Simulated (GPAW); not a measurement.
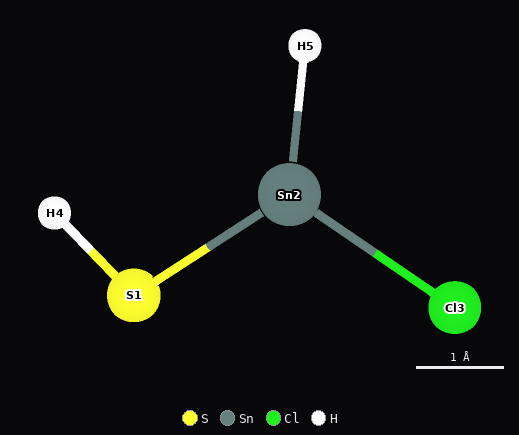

Figure 1. The input geometry (ball-and-stick view, seen at a tilt; atoms are numbered from 1 in the order of the input). Sticks mark near contacts. Bond lengths as drawn: Cl–Sn 2.36 Å, H–S 1.33 Å, H–Sn 1.98 Å and S–Sn 2.51 Å.

SnH$_{2}$SCl: convergence calculation

System: SnH$_{2}$SCl, multiplicity 2.
Method: vdW-DF/plane waves, UKS, scalar-relativistic datasets (GPAW 26.7.0).

The geometry comes from this level: GFN2-xTB.

### Input file (clh2ssn_conv.py)
```python
import numpy as np
from ase import Atoms
from ase.units import Debye
from gpaw import GPAW, PW

# Structure
atoms = Atoms('SSnClHH',
    positions=[[ -1.526830,  -0.666570,  -0.414360],
               [  0.428290,   0.414250,   0.730750],
               [  1.695080,  -1.439770,   1.469640],
               [ -1.990830,   0.427000,  -1.009330],
               [  1.394280,   1.265100,  -0.776700]])
atoms.set_initial_magnetic_moments([0.333333, 0.333333, 0.333333, 0.0, 0.0])
atoms.center(vacuum=4.5)
atoms.pbc = True

energies, dipoles, levels = [], [], []
for ecut in [300, 400, 500]:
    dft = GPAW(mode=PW(ecut),
               xc={'name': 'vdW-DF', 'backend': 'libvdwxc'},
               occupations={'name': 'fermi-dirac', 'width': 0.0, 'fixmagmom': True},
               maxiter=120,
               symmetry='off',
               txt=None)
    atoms.calc = dft
    energies.append(atoms.get_potential_energy())
    dipoles.append(np.linalg.norm(atoms.get_dipole_moment()) / Debye)
    levels.append(dft.get_homo_lumo())
    print(f'ecut = {ecut}: E = {energies[-1]:.4f} eV, dipole = {dipoles[-1]:.3f} D, HOMO = {levels[-1][0]:.3f} eV, {dft.get_number_of_iterations()} iterations')
```

Run on 1 thread of Intel Xeon @ 2.50GHz (Skylake/Cascade Lake), 12 GiB of memory available, shared host.

Run as:
```bash
OMP_NUM_THREADS=1 python clh2ssn_conv.py
```

### Log
```
ecut = 300: E = -104.4852 eV, dipole = 2.705 D, HOMO = -5.618 eV, 12 iterations
ecut = 400: E = -105.1137 eV, dipole = 2.699 D, HOMO = -5.623 eV, 12 iterations
ecut = 500: E = -105.3148 eV, dipole = 2.695 D, HOMO = -5.623 eV, 12 iterations
```

### Results in brief

```csv
quantity,value
outcome,converged
wall time,3.6 min
peak memory,1.6 GiB
```
